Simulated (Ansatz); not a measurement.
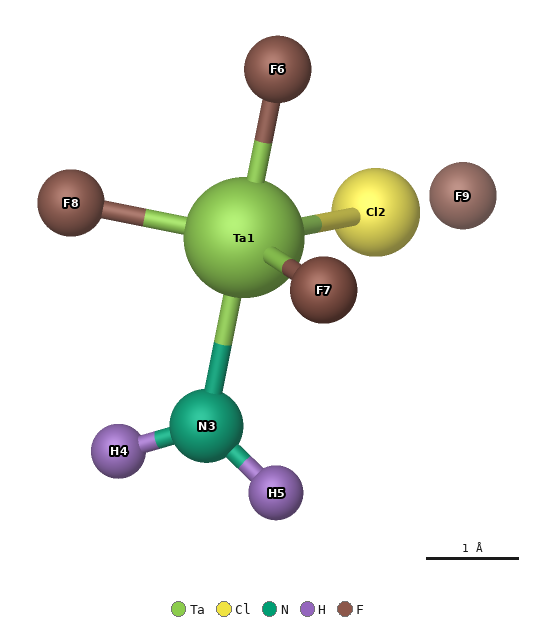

Fig. 1: The structure as given in the input (ball-and-stick view, seen at a tilt; atoms are numbered from 1 in the order of the input). Sticks mark near contacts. Bond lengths as drawn: Cl–Ta 2.72 Å, F–Ta 1.93 Å, H–N 1.06 Å and N–Ta 2.16 Å.

# Run report: TaNH2ClF4, geometry relaxation (part 1 of 2)

System: TaNH2ClF4, multiplicity 2.
Method: UKS PBE/def2-SVP (Ansatz 0.2.0).

The run did not end well. The input holds or restrains some coordinates. Forces given for the steps count only the free coordinates. It belongs to a series of runs on one base structure; here: pulled along the bonds that form and break, towards end A.

## Input file
```yaml
crystal:
  periodic: [false, false, false]
  atoms:
    - { symbol: Ta, position_ang: [0.0, 0.0, 0.0] }
    - { symbol: Cl, position_ang: [2.72, 0.0, 0.0] }
    - { symbol: "N", position_ang: [0.0, 0.0, 2.16] }
    - { symbol: H, position_ang: [-0.2456, -0.8845, 2.69] }
    - { symbol: H, position_ang: [0.2456, 0.8845, 2.69] }
    - { symbol: F, position_ang: [0.0, 0.0, -1.93] }
    - { symbol: F, position_ang: [-0.965, 1.6714, 0.0] }
    - { symbol: F, position_ang: [-0.965, -1.6714, 0.0] }
    - { symbol: F, position_ang: [4.52, 0.0, 0.0] }
magnetization:
  spin_polarized: true
  initial_magnetization: 1
basis:
  gaussian: { orbitals: def2-SVP }
hamiltonian:
  xc: pbe
relax:
  f_tol: 0.15
  max_steps: 25
  restrain:
    - { distance: [1, 8], at: 2.7, k: 30.0 }
    - { distance: [0, 1], at: 2.47, k: 30.0 }
output:
  orbitals: {}
```

Machine: 4 threads of Arm Neoverse V2, 24 GiB of memory available, shared host.

Launched with:
```bash
ansatz run input.yaml --threads 4 --pin off --max-ram 5120MiB --backend cpu --events-out ev --progress --plain --runs-dir out
```

## Output
```
The last accepted step is kept in [file] (removed where the run ends without a failure and the disk answers)
Engine: ansatz 0.2.0, aarch64-unknown-linux-gnu
Functional definition: PBE
  parameter kappa = 0.804
  parameter beta = 0.06672455060314922
  exchange = pbe_x(kappa = kappa, mu = beta*pi^2/3)
  correlation = pbe_c(beta = beta)
1379 factors; their error is unknown
mean field evaluation 1: about -26420.5891 eV, gradient 6.6e1 eV
mean field evaluation 2: about -25893.2739 eV, gradient 2.5e2 eV
mean field evaluation 4: about -26432.3735 eV, gradient 3.5e1 eV
mean field evaluation 8: about -26438.4310 eV, gradient 2.8e0 eV
mean field evaluation 16: about -26438.3862 eV, gradient 1.8e-2 eV
mean field evaluation 32: about -26437.2555 eV, gradient 2.7e0 eV
mean field -26438.38621725 eV, -971.5927729022 hartree, gradient 5.4e-5 eV, S^2 0.755259; 3 other end points of the search recorded, 0 dependent functions left out
the calculation of the forces begins
reference -26438.38628090 eV, -971.5927752412 hartree; 38, 37 occupied and 92, 93 virtual orbitals, 1379 factors
relax step   1: F+E_penalty+E_count = -26438.38621725 eV  Δ(F+E_penalty+E_count) = +0.000e0 eV  max|allowed force component| = 3.192e0 eV/Å  E_restraint = 13.08750000 eV  max|allowed force component, restraints' pulls added| = 3.769e1 eV/Å  Δτ_max = 0.0000 Å  (92 SCF iters, accepted)
  distance Cl 1 - F 8 = 1.8000 Å
  distance Ta 0 - Cl 1 = 2.7200 Å
these checks for a lower state are left out or cut short: starts, cluster_reference, orbital_swaps, neighbouring_geometries, increment
1379 factors; their error is unknown
mean field -26439.32535612 eV, -971.6272856189 hartree, gradient 2.2e-5 eV, S^2 0.752413; 0 other end points of the search recorded, 0 dependent functions left out
[... from here on the field's lines of each further geometry are left out, up to the last ...]
relax step   2: F+E_penalty+E_count = -26439.32535612 eV  Δ(F+E_penalty+E_count) = -9.391e-1 eV  max|allowed force component| = 1.788e0 eV/Å  E_restraint = 4.86544100 eV  max|allowed force component, restraints' pulls added| = 1.997e1 eV/Å  Δτ_max = 0.1999 Å  (57 SCF iters, accepted)
relax step   3: F+E_penalty+E_count = -26439.57873939 eV  Δ(F+E_penalty+E_count) = -2.534e-1 eV  max|allowed force component| = 7.788e-1 eV/Å  E_restraint = 0.79827370 eV  max|allowed force component, restraints' pulls added| = 6.195e0 eV/Å  Δτ_max = 0.1949 Å  (76 SCF iters, accepted)
relax step   4: F+E_penalty+E_count = -26439.57693027 eV  Δ(F+E_penalty+E_count) = +1.809e-3 eV  max|allowed force component| = 1.169e0 eV/Å  E_restraint = 0.03071391 eV  max|allowed force component, restraints' pulls added| = 3.473e-1 eV/Å  Δτ_max = 0.1983 Å  (80 SCF iters, accepted)
relax step   5: F+E_penalty+E_count = -26439.59902233 eV  Δ(F+E_penalty+E_count) = -2.209e-2 eV  max|allowed force component| = 1.241e0 eV/Å  E_restraint = 0.02948508 eV  max|allowed force component, restraints' pulls added| = 3.303e-1 eV/Å  Δτ_max = 0.0925 Å  (70 SCF iters, accepted)
relax step   6: F+E_penalty+E_count = -26439.63478956 eV  Δ(F+E_penalty+E_count) = -3.577e-2 eV  max|allowed force component| = 1.364e0 eV/Å  E_restraint = 0.03733187 eV  max|allowed force component, restraints' pulls added| = 1.118e0 eV/Å  Δτ_max = 0.1973 Å  (80 SCF iters, accepted)
relax step   7: F+E_penalty+E_count = -26439.66690191 eV  Δ(F+E_penalty+E_count) = -3.211e-2 eV  max|allowed force component| = 1.353e0 eV/Å  E_restraint = 0.03252074 eV  max|allowed force component, restraints' pulls added| = 6.419e-1 eV/Å  Δτ_max = 0.1183 Å  (79 SCF iters, accepted)
relax step   8: F+E_penalty+E_count = -26439.69571413 eV  Δ(F+E_penalty+E_count) = -2.881e-2 eV  max|allowed force component| = 1.328e0 eV/Å  E_restraint = 0.03189203 eV  max|allowed force component, restraints' pulls added| = 5.402e-1 eV/Å  Δτ_max = 0.1901 Å  (81 SCF iters, accepted)
relax step   9: F+E_penalty+E_count = -26439.71967258 eV  Δ(F+E_penalty+E_count) = -2.396e-2 eV  max|allowed force component| = 1.375e0 eV/Å  E_restraint = 0.02519528 eV  max|allowed force component, restraints' pulls added| = 7.160e-1 eV/Å  Δτ_max = 0.1613 Å  (83 SCF iters, accepted)
relax step  10: F+E_penalty+E_count = -26439.78395890 eV  Δ(F+E_penalty+E_count) = -6.429e-2 eV  max|allowed force component| = 1.613e0 eV/Å  E_restraint = 0.02355595 eV  max|allowed force component, restraints' pulls added| = 7.054e-1 eV/Å  Δτ_max = 0.1946 Å  (67 SCF iters, accepted)
relax step  11: F+E_penalty+E_count = -26439.85498159 eV  Δ(F+E_penalty+E_count) = -7.102e-2 eV  max|allowed force component| = 1.123e0 eV/Å  E_restraint = 0.03173640 eV  max|allowed force component, restraints' pulls added| = 5.396e-1 eV/Å  Δτ_max = 0.1954 Å  (64 SCF iters, accepted)
relax step  12: F+E_penalty+E_count = -26439.94118718 eV  Δ(F+E_penalty+E_count) = -8.621e-2 eV  max|allowed force component| = 1.302e0 eV/Å  E_restraint = 0.03361499 eV  max|allowed force component, restraints' pulls added| = 4.170e-1 eV/Å  Δτ_max = 0.2000 Å  (64 SCF iters, accepted)
relax step  13: F+E_penalty+E_count = -26440.02721816 eV  Δ(F+E_penalty+E_count) = -8.603e-2 eV  max|allowed force component| = 9.051e-1 eV/Å  E_restraint = 0.02541410 eV  max|allowed force component, restraints' pulls added| = 6.031e-1 eV/Å  Δτ_max = 0.1975 Å  (65 SCF iters, accepted)
relax step  14: F+E_penalty+E_count = -26440.11260329 eV  Δ(F+E_penalty+E_count) = -8.539e-2 eV  max|allowed force component| = 1.171e0 eV/Å  E_restraint = 0.05029854 eV  max|allowed force component, restraints' pulls added| = 7.133e-1 eV/Å  Δτ_max = 0.1950 Å  (56 SCF iters, accepted)
relax step  15: F+E_penalty+E_count = -26440.15467283 eV  Δ(F+E_penalty+E_count) = -4.207e-2 eV  max|allowed force component| = 1.068e0 eV/Å  E_restraint = 0.02297663 eV  max|allowed force component, restraints' pulls added| = 4.463e-1 eV/Å  Δτ_max = 0.1974 Å  (57 SCF iters, accepted)
relax step  16: F+E_penalty+E_count = -26440.19441873 eV  Δ(F+E_penalty+E_count) = -3.975e-2 eV  max|allowed force component| = 8.581e-1 eV/Å  E_restraint = 0.01355339 eV  max|allowed force component, restraints' pulls added| = 7.241e-1 eV/Å  Δτ_max = 0.1951 Å  (58 SCF iters, accepted)
relax step  17: F+E_penalty+E_count = -26440.25707327 eV  Δ(F+E_penalty+E_count) = -6.265e-2 eV  max|allowed force component| = 9.255e-1 eV/Å  E_restraint = 0.01246095 eV  max|allowed force component, restraints' pulls added| = 6.401e-1 eV/Å  Δτ_max = 0.1999 Å  (51 SCF iters, accepted)
relax step  18: F+E_penalty+E_count = -26440.33442978 eV  Δ(F+E_penalty+E_count) = -7.736e-2 eV  max|allowed force component| = 1.079e0 eV/Å  E_restraint = 0.01193360 eV  max|allowed force component, restraints' pulls added| = 4.504e-1 eV/Å  Δτ_max = 0.1979 Å  (47 SCF iters, accepted)
relax step  19: F+E_penalty+E_count = -26440.41966817 eV  Δ(F+E_penalty+E_count) = -8.524e-2 eV  max|allowed force component| = 1.209e0 eV/Å  E_restraint = 0.00836764 eV  max|allowed force component, restraints' pulls added| = 8.058e-1 eV/Å  Δτ_max = 0.1959 Å  (48 SCF iters, accepted)
relax step  20: F+E_penalty+E_count = -26440.53667905 eV  Δ(F+E_penalty+E_count) = -1.170e-1 eV  max|allowed force component| = 1.371e0 eV/Å  E_restraint = 0.00786831 eV  max|allowed force component, restraints' pulls added| = 1.216e0 eV/Å  Δτ_max = 0.1980 Å  (49 SCF iters, accepted)
relax step  21: F+E_penalty+E_count = -26440.75280642 eV  Δ(F+E_penalty+E_count) = -2.161e-1 eV  max|allowed force component| = 1.079e0 eV/Å  E_restraint = 0.00740724 eV  max|allowed force component, restraints' pulls added| = 9.134e-1 eV/Å  Δτ_max = 0.1947 Å  (47 SCF iters, accepted)
relax step  22: F+E_penalty+E_count = -26441.02518280 eV  Δ(F+E_penalty+E_count) = -2.724e-1 eV  max|allowed force component| = 1.346e0 eV/Å  E_restraint = 0.00206893 eV  max|allowed force component, restraints' pulls added| = 1.501e0 eV/Å  Δτ_max = 0.1948 Å  (47 SCF iters, accepted)
relax step  23: F+E_penalty+E_count = -26441.45579324 eV  Δ(F+E_penalty+E_count) = -4.306e-1 eV  max|allowed force component| = 1.805e0 eV/Å  E_restraint = 0.00449478 eV  max|allowed force component, restraints' pulls added| = 1.566e0 eV/Å  Δτ_max = 0.1948 Å  (47 SCF iters, accepted)
the calculation of the forces begins
reference -26441.98555497 eV, -971.7250461235 hartree; 38, 37 occupied and 92, 93 virtual orbitals, 1379 factors
relax step  24: F+E_penalty+E_count = -26441.98548667 eV  Δ(F+E_penalty+E_count) = -5.297e-1 eV  max|allowed force component| = 2.715e0 eV/Å  E_restraint = 0.01240019 eV  max|allowed force component, restraints' pulls added| = 2.957e0 eV/Å  Δτ_max = 0.1902 Å  (53 SCF iters, accepted)
  distance Cl 1 - F 8 = 2.7270 Å
  distance Ta 0 - Cl 1 = 2.4799 Å
these checks for a lower state are left out or cut short: starts, cluster_reference, orbital_swaps, neighbouring_geometries, increment
1379 factors; their error is unknown
mean field -26442.49979721 eV, -971.7439441774 hartree, gradient 1.5e-5 eV, S^2 0.755504; 0 other end points of the search recorded, 0 dependent functions left out
the calculation of the forces begins
reference -26442.49986494 eV, -971.7439466662 hartree; 38, 37 occupied and 92, 93 virtual orbitals, 1379 factors
relax step  25: F+E_penalty+E_count = -26442.49979721 eV  Δ(F+E_penalty+E_count) = -5.143e-1 eV  max|allowed force component| = 2.849e0 eV/Å  E_restraint = 0.14883987 eV  max|allowed force component, restraints' pulls added| = 3.962e0 eV/Å  Δτ_max = 0.1954 Å  (53 SCF iters, accepted)
  distance Cl 1 - F 8 = 2.6007 Å
  distance Ta 0 - Cl 1 = 2.4624 Å
```

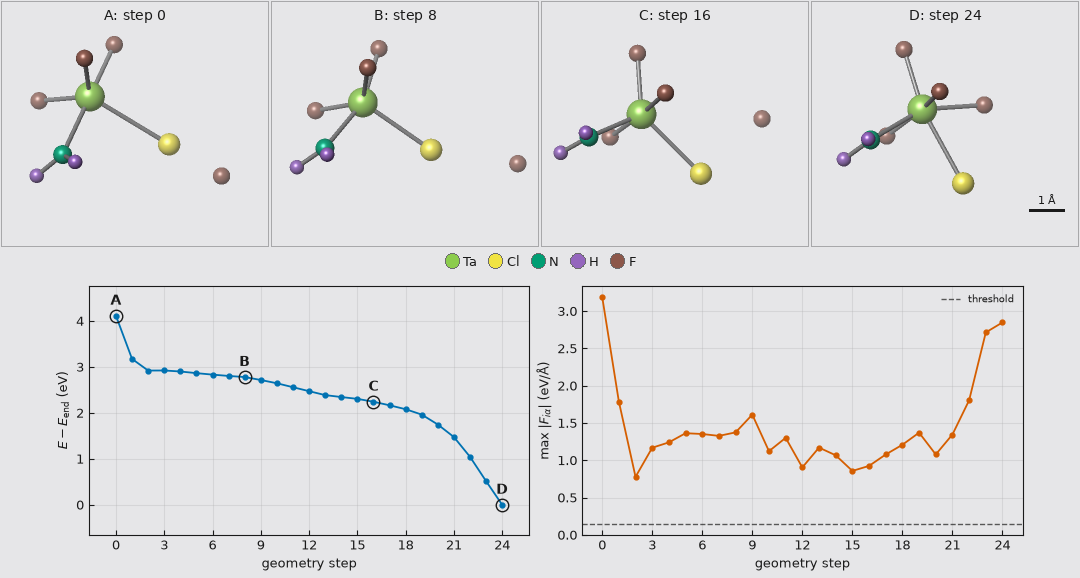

Fig. 2: Frames of the restrained relaxation (ball-and-stick view, seen at a tilt) above the curves, on which the letters mark them (the first geometry is step 0 here and step 1 in the log).

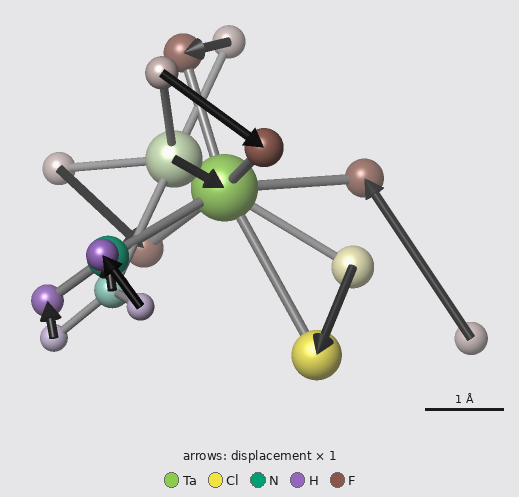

Fig. 3: Start (faint) and end (solid) with the displacements as black arrows, at true length (ball-and-stick view, seen at a tilt). The two geometries are laid on each other by the best rigid fit. The relaxation stopped without meeting its thresholds, so the last structure isn't shown to be converged. The energy falls by 4.114 eV in 24 geometry steps. Largest force component: 3.2 eV/Å at the start, 2.8 eV/Å at the end. The largest move after the best rigid fit is that of F9, 2.48 Å. Largest moves by element: F 2.48 Å, Cl 1.35 Å, H 0.83 Å, Ta 0.76 Å, N 0.45 Å. Among the contacts that change: Ta1–F9 4.520 → 1.995 Å, Ta1–Cl2 2.720 → 2.462 Å, Ta1–N3 2.160 → 2.058 Å, Ta1–F6 1.930 → 1.868 Å. New bonds form: Ta1–F9 (4.52 → 2.00 Å). Among the angles that change: Cl2–Ta1–F6 90.0° → 165.4°, N3–Ta1–F6 180.0° → 109.2°, F7–Ta1–F8 120.0° → 159.1°. (Atoms are counted from 1 in the order of the input.)

```
Unfinished report: {"positions_ang":[[0.8455178331573583,0.0021490327024535623,0.007220180892967248],[2.684998711921038,-0.1316005383751013,1.6387155239324998],[-0.3896289569598922,0.015446900640879401,1.653773270931097],[-0.7653719279550333,-0.8215939592871859,2.124274134270164],[-0.7039925289189365,0.8656233157937442,2.149239485538589],[-0.19751902158679477,0.046694071694799694,-1.5423420191154664],[0.681609768974729,1.866177540327897,0.30180607658158176],[0.561830393394391,-1.860114266810372,0.2333689300630869],[2.59255572797314,0.017217903312885766,-0.9560555830945183]],"unchecked":["starts","cluster_reference","orbital_swaps","neighbouring_geometries","increment"],"mean_field":{"relativity":"none","state":{"energy":{"ev":-26442.499864935115,"hartree":-971.7439466662141},"converged":true,"gradient_ev":0.000015401907472751675,"stability":{"kind":"minimum","curvature_ev":2.66650532157642},"curvature_floor_ev":0.00030000000000000003,"spin_squared":0.7555036767868657},"others":[],"fillings":{"estimated":0,"unestimated":0,"tried":0,"untried":0,"excluded_magnetic_sites":0},"n_dropped_functions":0,"n_trapped_functions":0,"passes":{"evaluations":7,"products":46},"factors":{"origin":"density fitting in generated functions","count":1379,"bound_ev":null},"gradient_stop_ev":0.0000799951596472926,"reference_kind":"stationary","functional":{"name":"PBE","citations":["Perdew, Burke & Ernzerhof, Phys. Rev. Lett. 77, 3865 (1996) doi:10.1103/PhysRevLett.77.3865"],"text":"name \"PBE\"\ncite \"Perdew, Burke & Ernzerhof, Phys. Rev. Lett. 77, 3865 (1996) doi:10.1103/PhysRevLett.77.3865\"\nparent pbe\nparameter kappa = 0.804\nparameter beta = 0.06672455060314922\nexchange = pbe_x(kappa = kappa, mu = beta*pi^2/3)\ncorrelation = pbe_c(beta = beta)\n","parameters":{"beta":{"value":0.06672455060314922,"default":0.06672455060314922},"kappa":{"value":0.804,"default":0.804}},"final_grid":{"core_spheres":13.0,"valence_spheres":11.0,"degree":36.0},"final_grid_parameter_source":"default","radial_points_factor":1.0,"radial_grid_error_ev":3.125828648923977e-7,"grid_sensitivity":"normal","grid_sensitivity_ratio":0.001870803151768979},"unsmoothed_excess_ev":-0.00006772401849950402,"symmetry":{"irreps":["A"],"axes":[[0.9905779898917804,-0.007441174759654061,0.13674748575442194],[0.006894591953959798,0.9999662402595959,0.004470228503843383],[-0.13677613294631466,-0.0034852918506874508,0.9905958520996176]],"occupied":[{"A":38},{"A":37}]},"density_repulsion":{"missed_ev":0.00006184485878537285,"excess_ev":0.00006184319052573131,"most_excess_ev":0.000975,"are_drawn_again":false,"n_first_factors":1379,"energy_change_ev":0.0,"n_dropped_ends":0},"direct_passes":"host"},"factors":{"origin":"density fitting in generated functions","count":1379,"bound_ev":null},"n_frozen":0,"n_occupied":[38,37],"n_virtual":[92,93],"reference":{"ev":-26442.499864935115,"hartree":-971.7439466662141},"total":{"ev":-26442.499864935115,"hartree":-971.7439466662141},"forces_ev_per_angstrom":[[2.848914788451306,-0.09105330783423474,-1.4779202078476463],[-0.32360862964274656,0.00041245208182953235,0.837945788454007],[-0.6241456733328725,0.07124167806573216,1.0673638396618323],[0.10328899547947022,-0.041026544091299626,-0.01762426419011108],[0.1298384285230027,-0.03606272879359821,-0.042045919214160364],[-0.3379125193831796,0.025587786541346958,-0.34271131263439253],[-0.10102315834764994,0.17382136828765293,-0.06204341326215796],[-0.09276446769913187,-0.10218219886253427,-0.10283722113783546],[-1.602587764038054,-0.0007385053925497315,0.13987271019364836]],"charge_distribution":{"dipole_moment_e_ang":[-0.6552602159084527,0.005450881505891383,0.753215008736541],"mulliken_charges_e":[1.1589622503981953,-0.11880672565198225,-0.296294532861368,0.18193737765437157,0.1822852467162409,-0.24207248893740285,-0.2819146319893271,-0.2833867131836598,-0.3007097821450735],"lowdin_charges_e":[-1.126259475121035,0.41015498064231437,0.2928331994829678,0.04892921095283165,0.050013111340727945,0.12303336541225107,0.09363094296872809,0.09067448244839937,0.016990181872818866]},"orbitals_path":"[file]","n_threads":4,"memory_gib":4.261363637633622,"seconds":{"hamiltonian":3.159614803,"orbitals":0.0,"second_order":0.0,"solver_start":0.0,"cycles":0.0,"cycle":0.0,"perturbative":0.0,"full_ci_increment":0.0,"forces":0.0}}
this run last wrote the structure of step 25 to [file]
Error: geometry relaxation did not converge after 25 steps: max|allowed force component| = 2.85e0 eV/Å without the restraints, 3.96e0 eV/Å with the forces of `relax.restrain` added, the figure compared with `relax.f_tol` (threshold 1.5e-1). Raise `relax.max_steps` over both its present limit and 25, loosen `relax.f_tol`, or start from a geometry closer to equilibrium; or lower a very stiff `relax.restrain[].k`, which can take fewer steps but ends farther from `at`. Where this run's directory can be resumed (`checkpoint.write`), a resume goes on for up to `relax.max_steps` more
```
